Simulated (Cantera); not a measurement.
Input: 1 mol CaCl₂, 0.32 mol H₂O, 3.4 mol N₂, at 0.00650 bar.

Cantera equilibrium calculation (NASA polynomials, part measured and part estimated; ideal gas, pure solids and liquids). Candidate condensed phases: Ca, CaCl₂, CaO, Ca(OH)₂, H₂O, NH₄Cl; 36 gas species. Mutual solubility and eutectic melting of coexisting phases are not modelled. Condensed phases not in the tables: oxide chlorides. The numbers say what is thermodynamically allowed, not how fast it happens.

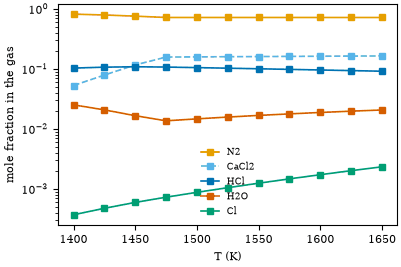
Fig. 1. Equilibrium gas composition (values under 1e-9 drawn at 1e-9)

From 1400 K to 1450 K the condensed part is CaCl₂(l) + CaO(s). From 1475 K to 1650 K the condensed part is CaO(s). The main Ca-bearing gas is CaCl₂ throughout. The share of Ca in condensed phases is highest at 1400 K (78.0 %) and lowest at 1650 K (22.2 %).
